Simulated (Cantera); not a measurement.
Feed: 1 mol Si, 2.4 mol Cl₂, 19 mol H₂, equilibrated at 280000 Pa.

Method: chemical equilibrium by Gibbs-energy minimisation in Cantera with the NASA 1993 tables (ideal gas, pure condensed phases). Candidate condensed phases: Si; 19 gas species. The tables' values for SiCl₃ are old estimates; treat these amounts as uncertain. Equilibrium is a limit: real reactors are often held back by kinetics, nucleation or transport.

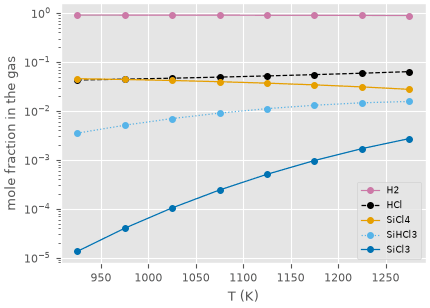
Figure: Equilibrium gas composition (values under 1e-9 drawn at 1e-9)

### Question
Read off the mole fractions at 1225 K.

### Answer
H₂ about 0.89, HCl about 0.059, SiCl₄ about 0.031, SiHCl₃ about 0.015, SiCl₃ about 0.0017.
